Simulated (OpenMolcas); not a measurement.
# Run report: Ir⁴⁺ complex, multiconfigurational calculation (part 2 of 2)

Continued. System: Ir⁴⁺ with 6 ligands (OH and F; tetragonal octahedron, 1.96 Å), neutralised by 6 outer point charges of +0.33 e, whose field is part of the energies. Method: state-averaged CASSCF, active space 5 electrons in the shell 5d, basis ANO-RCC-VTZP on the metal and ANO-RCC-VDZP on the ligands, DKH2 scalar Hamiltonian, spin-orbit coupling by RASSI with atomic mean-field integrals (OpenMolcas).

**Log (extracts), continued**
```
--- RASSI ---
SPIN-FREE ENERGIES:
  (Shifted by EMIN (a.u.) =     -18312.2648875506)

 SF State       Relative EMIN(au)   Rel lowest level(eV)    D:o, cm**(-1)

    26             0.0000000000        0.0000000000              0.0000
    27             0.0069269304        0.1884913780           1520.2855
    28             0.0232856855        0.6336357834           5110.6173
     2             0.0460593960        1.2533400139          10108.8690
     3             0.0465417845        1.2664664747          10214.7410
     4             0.0621424818        1.6909830751          13638.6983
    29             0.0978014539        2.6613131372          21464.9380
    30             0.0990782529        2.6960566073          21745.1630
    31             0.1000424313        2.7222932393          21956.7757
    32             0.1054099765        2.8683515859          23134.8157
    33             0.1064692687        2.8971763936          23367.3035
    34             0.1154959348        3.1428044907          25348.4277
     1             0.1208073070        3.2873342930          26514.1392
    35             0.1225434977        3.3345784490          26895.1890
    36             0.1266831135        3.4472231314          27803.7296
     5             0.1278037122        3.4777161773          28049.6726
     6             0.1485308906        4.0417314346          32598.7625
     7             0.1617768722        4.4021729541          35505.9194
    37             0.1674302248        4.5560085175          36746.6869
     8             0.1684347392        4.5833427461          36967.1523
    38             0.1716855567        4.6718019952          37680.6243
    39             0.1741267378        4.7382299171          38216.4016
    40             0.1879380705        5.1140554271          41247.6387
    41             0.1937465287        5.2721116270          42522.4480
    42             0.2054037185        5.5893199199          45080.9054
     9             0.2080196109        5.6605019790          45655.0274
    43             0.2115940304        5.7577668895          46439.5218
    44             0.2167249169        5.8973854233          47565.6212
    10             0.2180351534        5.9330387735          47853.1849
    11             0.2181251257        5.9354870442          47872.9315
    45             0.2208482599        6.0095873030          48470.5904
    46             0.2241017406        6.0981190208          49184.6469
    12             0.2262126400        6.1555595204          49647.9358
    47             0.2269357035        6.1752350801          49806.6299
    13             0.2280321111        6.2050698507          50047.2635
    48             0.2281913023        6.2094016636          50082.2019
    14             0.2284800023        6.2172575913          50145.5643
    49             0.2285073880        6.2180027944          50151.5747
    15             0.2328590169        6.3364166484          51106.6469
    50             0.2341937470        6.3727365049          51399.5863
Eigenvalues of complex Hamiltonian:
   -----------------------------------
  (Shifted by EMIN (a.u.) =     -18312.2648875506)

 SO State       Relative EMIN(au)   Rel lowest level(eV)    D:o, cm**(-1)

     1            -0.0297645565        0.0000000000              0.0000
     2            -0.0297645565        0.0000000000              0.0000
     3            -0.0003770537        0.7996746910           6449.8114
     4            -0.0003770537        0.7996746910           6449.8114
     5             0.0122630375        1.1436290936           9223.9907
     6             0.0122630375        1.1436290936           9223.9907
     7             0.0250950784        1.4928067149          12040.2981
     8             0.0250950784        1.4928067149          12040.2981
     9             0.0373956539        1.8275224257          14739.9624
    10             0.0373956539        1.8275224257          14739.9624
    11             0.0435453016        1.9948628638          16089.6541
    12             0.0435453016        1.9948628638          16089.6541
    13             0.0497577850        2.1639131514          17453.1366
    14             0.0497577850        2.1639131514          17453.1366
    15             0.0577547133        2.3815206538          19208.2595
    16             0.0577547133        2.3815206538          19208.2595
    17             0.0603003666        2.4507914099          19766.9658
    18             0.0603003666        2.4507914099          19766.9658
    19             0.0792798087        2.9672483410          23932.4719
    20             0.0792798087        2.9672483410          23932.4719
    21             0.0911846495        3.2911955623          26545.2824
    22             0.0911846495        3.2911955623          26545.2824
    23             0.0922156938        3.3192517066          26771.5705
    24             0.0922156938        3.3192517066          26771.5705
    25             0.0969406005        3.4478229672          27808.5676
    26             0.0969406005        3.4478229672          27808.5676
    27             0.1017416786        3.5784669580          28862.2825
    28             0.1017416786        3.5784669580          28862.2825
    29             0.1046473093        3.6575331969          29499.9947
    30             0.1046473093        3.6575331969          29499.9947
    31             0.1082355086        3.7551730745          30287.5134
    32             0.1082355086        3.7551730745          30287.5134
    33             0.1154899658        3.9525769118          31879.6827
    34             0.1154899658        3.9525769118          31879.6827
    35             0.1189818515        4.0475959600          32646.0631
    36             0.1189818515        4.0475959600          32646.0631
    37             0.1212000021        4.1079549151          33132.8909
    38             0.1212000021        4.1079549151          33132.8909
    39             0.1249344888        4.2095754728          33952.5159
    40             0.1249344888        4.2095754728          33952.5159
    41             0.1331409822        4.4328855358          35753.6331
Weights of the five most important spin-orbit-free states for each spin-orbit state.

 SO State  Total energy (au)           Spin-free states, spin, and weights
 -------------------------------------------------------------------------------------------------------
    1        -0.029765      26 0.5  0.4388   27 0.5  0.2646   28 0.5  0.1235    2 1.5  0.0494    3 1.5  0.0405
    2        -0.029765      26 0.5  0.4388   27 0.5  0.2646   28 0.5  0.1235    2 1.5  0.0494    3 1.5  0.0405
    3        -0.000377      27 0.5  0.4279   26 0.5  0.3617    2 1.5  0.0797    3 1.5  0.0536    4 1.5  0.0196
    4        -0.000377      27 0.5  0.4279   26 0.5  0.3617    2 1.5  0.0797    3 1.5  0.0536    4 1.5  0.0196
    5         0.012263      28 0.5  0.4720    2 1.5  0.2162   27 0.5  0.0867    3 1.5  0.0831    4 1.5  0.0402
    6         0.012263      28 0.5  0.4720    2 1.5  0.2162   27 0.5  0.0867    3 1.5  0.0831    4 1.5  0.0402
    7         0.025095       3 1.5  0.3223    2 1.5  0.2376   28 0.5  0.1374   27 0.5  0.0986    4 1.5  0.0882
    8         0.025095       3 1.5  0.3223    2 1.5  0.2376   28 0.5  0.1374   27 0.5  0.0986    4 1.5  0.0882
    9         0.037396       3 1.5  0.5237    2 1.5  0.2698    4 1.5  0.0828   28 0.5  0.0260    1 2.5  0.0222
   10         0.037396       3 1.5  0.5237    2 1.5  0.2698    4 1.5  0.0828   28 0.5  0.0260    1 2.5  0.0222
   11         0.043545       2 1.5  0.3227    3 1.5  0.2249    4 1.5  0.2115   28 0.5  0.1424    1 2.5  0.0334
   12         0.043545       2 1.5  0.3227    3 1.5  0.2249    4 1.5  0.2115   28 0.5  0.1424    1 2.5  0.0334
```

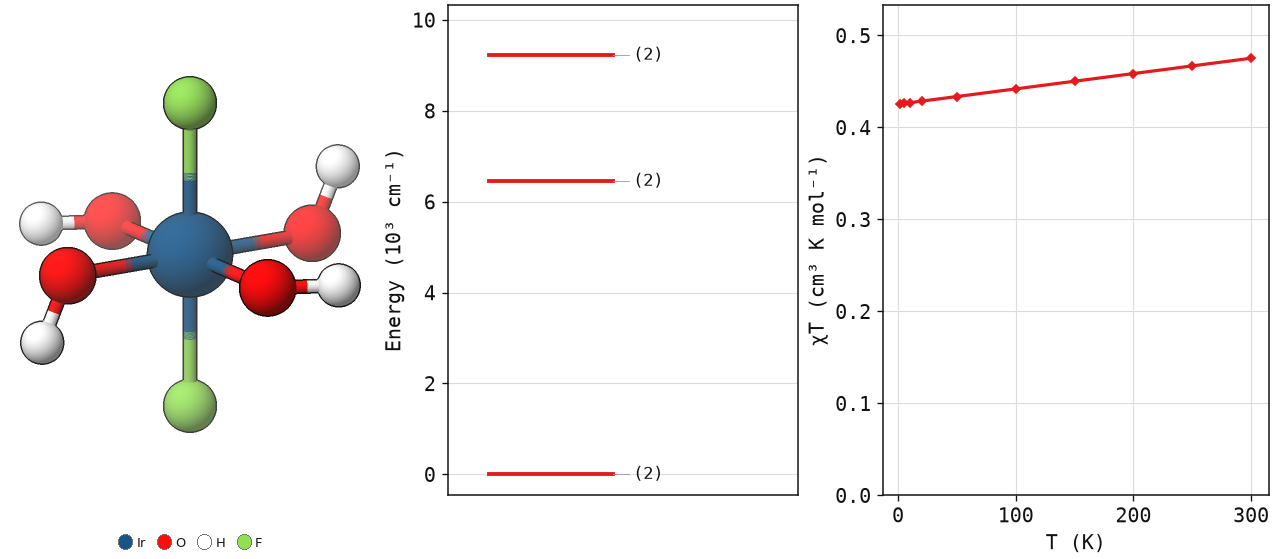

Ir⁴⁺ (5d⁵) with 6 ligands, OH⁻ with axial F⁻, at 1.96 Å (arrangement: tetragonal octahedron, Ci), axial distortion 1.086, neutralised by outer point charges of +0.33 e, and its levels and susceptibility. Labels give the representation in O, Td, D4 or D3 as the site allows (double group for half-integer spin) where it could be assigned and, in brackets, the degeneracy; spin-free states, where drawn, share the zero of the spin-orbit levels. Powder susceptibility by Van Vleck's formula. The ground level is a Kramers doublet, 86 % from states of spin multiplicity 2. Its principal g values are 0.81, 1.98 and 3.00. The next level lies at 6,450 cm⁻¹. χT is 0.426 cm³ K mol⁻¹ at 2 K and 0.475 at 300 K, an effective moment of 1.95 μB. The active orbitals hold 65 to 90 % metal character (Löwdin), and the Mulliken charge of the metal is +1.93.

Outcome of the run: converged.
